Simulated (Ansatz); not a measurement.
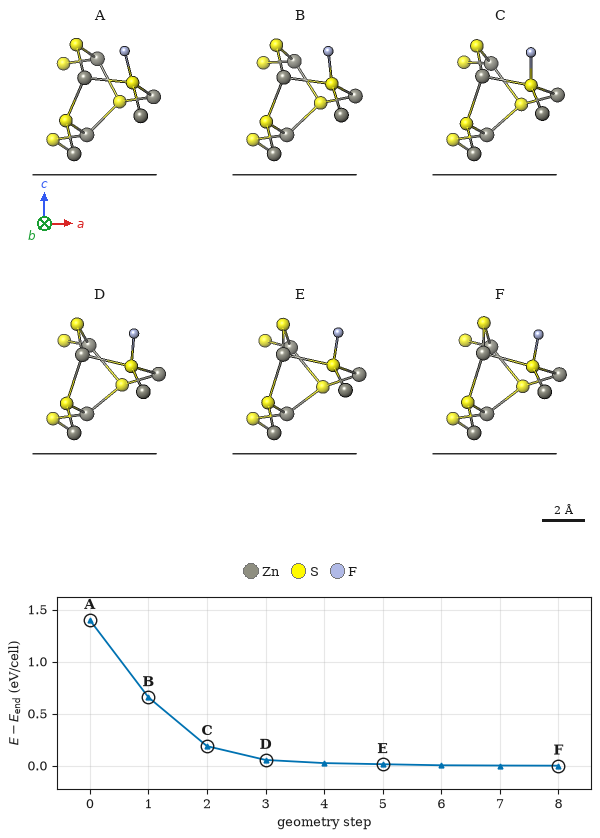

Frames of a constrained relaxation of a slab of composition Zn6S6F, marked on the history of the run. Style: ball-and-stick. Shown: the cell of the calculation, outlined in the plane, without the vacuum, along the b axis.

It is F on ZnS(111), set down by a guess. The run prepares an end point of a later path (adatom hop) calculation, from a guessed geometry. 3 atoms are held fixed.

Computed with DFT PBE-D3(BJ), scalar-relativistic, plane waves, PAW in Ansatz. Set-up: plane-wave cutoff 420 eV; k-point mesh 2 × 2 × 1; occupations gaussian; smearing width 0.02 eV; collinear spin; atoms relaxed in a fixed cell; force threshold 0.03 eV/Å; at most 60 steps.

What happens along the run?

The F atom moves most: 0.75 Å at 73° to the normal (−c side). By element the largest moves are F 0.75 Å, Zn 0.54 Å, S 0.40 Å. The cell doesn't change. Among the contacts that change: S–Zn 2.350 → 2.556 Å, S–Zn 2.354 → 2.173 Å, S–Zn 2.350 → 2.196 Å, S–Zn 2.350 → 2.485 Å. Among the angles between lasting bonds that change: Zn–S–F 133.8° → 111.1°, Zn–S–Zn 109.4° → 90.3°, S–Zn–S 109.4° → 93.6°. Over 8 geometry steps the energy falls by 1.399 eV per cell of the calculation. The largest force component goes from 1.5 to 0.018 eV/Å. The program noted that the starting moments weren't kept. Cost: 38 s on 4 threads of Intel(R) Xeon(R) 6975P-C (Granite Rapids), on a shared host, peak memory 1.7 GiB. From step 0 to 1: a Zn atom moves most (0.19 Å), energy −0.742 eV per cell of the calculation. From step 1 to 2: a Zn atom moves most (0.20 Å), energy −0.469 eV per cell of the calculation. From step 2 to 3: the F atom moves most (0.19 Å), energy −0.133 eV per cell of the calculation. From step 3 to 5: the F atom moves most (0.33 Å), energy −41.0 meV per cell of the calculation. From step 5 to 8: the F atom moves most (0.12 Å), energy −14.0 meV per cell of the calculation.

Limits of the set-up: the k-point mesh is coarse for a cell with partly filled bands; the periodic images lie only 6.6 Å apart, so the values are limited by the cell's size.
